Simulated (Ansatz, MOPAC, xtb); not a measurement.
H2O (SMILES O) and SO2 (SMILES O=S=O) are pulled apart as rigid monomers along the line of their centres of mass, from the B3LYP-D3(BJ)/def2-TZVP minimum. Starting geometry (charge 0, multiplicity 1):
```xyz
6

O      0.50567    -0.09015     0.61050
H      0.60674     0.85034     0.42236
H     -0.36268    -0.33460     0.26938
O     -1.17500    -0.65455     3.17745
S      0.17728    -0.17180     3.29820
O      0.37705     1.24950     3.42587
```

Interaction energies with rigid monomers; basis-set methods are counterpoise corrected unless marked otherwise.

Correlated levels freeze the cores. The state that PM6 reach isn't checked.

Run with Ansatz (an electronic-structure program) with Gaussian orbitals; MOPAC for PM6 (differences of heats of formation); xtb for the GFN methods. Each number belongs to the level named beside it.

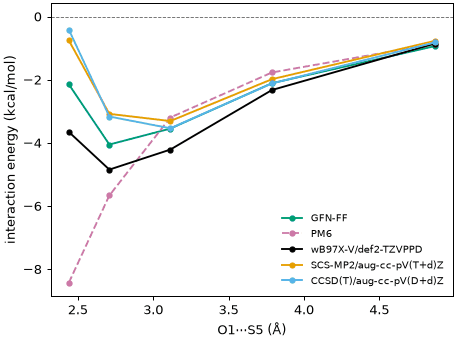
Fig. 1. Interaction energy against separation

### Question
Which level binds most strongly at O1···S5 = 2.71, and by how much?

### Answer
PM6, -5.7 kcal/mol.
